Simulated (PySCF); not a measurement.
# C$_{7}$H$_{10}$F$_{3}$P (SMILES C=CCP1[C@H](C)[C@H]1C(F)(F)F): what the fields show

| atom | x (Å) | y (Å) | z (Å) |
| --- | --- | --- | --- |
| C | 3.6741 | 0.6135 | -0.2838 |
| C | 2.4781 | 0.4905 | 0.2618 |
| C | 1.1940 | 0.7453 | -0.4570 |
| P | 0.2775 | -0.8805 | -0.6445 |
| C | -0.9778 | -0.7271 | 0.7150 |
| C | -1.5471 | -1.9629 | 1.3661 |
| C | -1.5071 | -0.3367 | -0.6479 |
| C | -1.9391 | 1.0648 | -0.9413 |
| F | -1.3363 | 1.5897 | -2.0273 |
| F | -1.7071 | 1.9323 | 0.0589 |
| F | -3.2595 | 1.1311 | -1.1882 |
| H | 4.5764 | 0.4213 | 0.2710 |
| H | 3.7987 | 0.9213 | -1.3091 |
| H | 2.3773 | 0.1799 | 1.2945 |
| H | 0.5913 | 1.4643 | 0.1004 |
| H | 1.3879 | 1.1350 | -1.4594 |
| H | -0.8322 | 0.0979 | 1.4076 |
| H | -0.9026 | -2.2911 | 2.1785 |
| H | -1.6331 | -2.7732 | 0.6454 |
| H | -2.5357 | -1.7536 | 1.7739 |
| H | -2.1867 | -1.0449 | -1.1149 |

Geometry: GFN2-xTB.

Theory: PBE0/pcSseg-1, SCF density, gas phase, non-relativistic in PySCF 2.14.0.

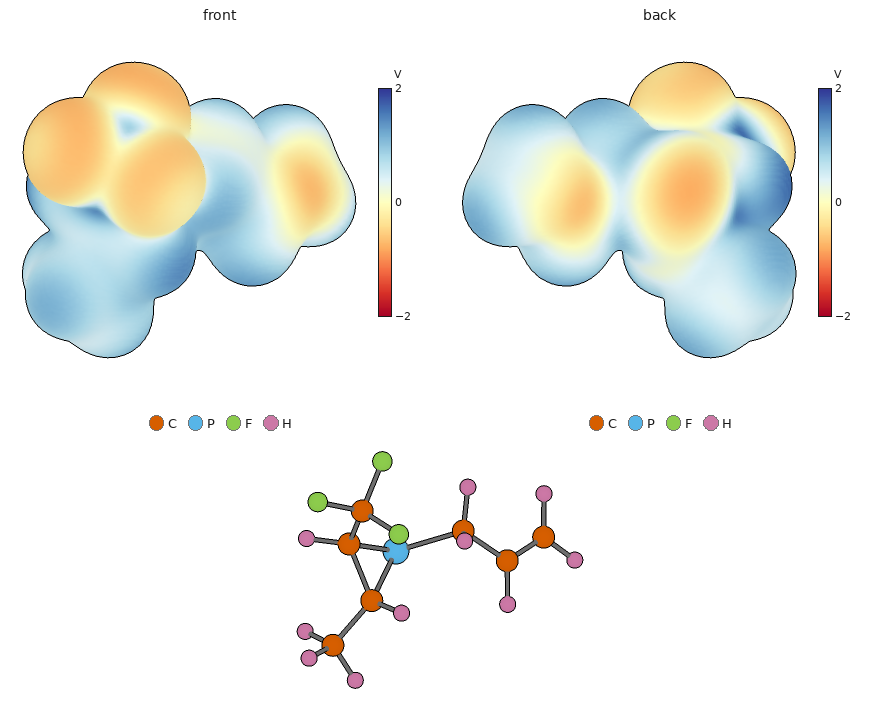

Figure 1. The electrostatic potential painted on the density surface at 0.004 e/bohr³, seen from the front and from behind; the colour scale runs from red (negative) to blue (positive). The bare structure is drawn below in the same view.

### Describe the electrostatic potential map.

The most negative region (about −0.7 V, or −16 kcal/mol for a unit charge) lies over P4, F9 and F11, the most positive (about +1.6 V, or +37 kcal/mol for a unit charge) over C8 and H21.

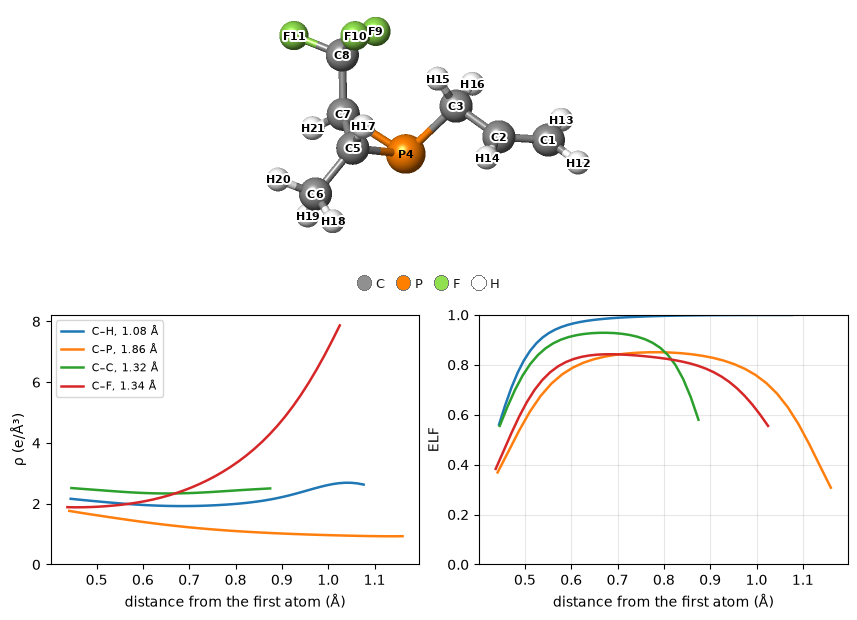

Figure 2. Total electron density and electron localisation function along straight lines between neighbouring atoms. The curves leave out the atomic cores. The structure is drawn too.

### Compare the contacts.

C–H (1.08 Å): ρ is about 2 e/Å³ halfway; the ELF climbs to about 1 towards the hydrogen, as it does in any bond to H: a covalent bond by its length.
C–P (1.86 Å): ρ at the midpoint is about 1 e/Å³; the ELF peaks at about 0.85 between the atoms; a shared electron pair.
C–C (1.32 Å): ρ is about 2.3 e/Å³ halfway; the ELF peaks at about 0.95 between the atoms (a multiple bond).
C–F (1.34 Å): the density is about 2.4 e/Å³ at the midpoint, with its minimum of 1.9 e/Å³ about 0.5 Å from C; the ELF peaks at about 0.85 between the atoms (a shared but strongly polarised pair).
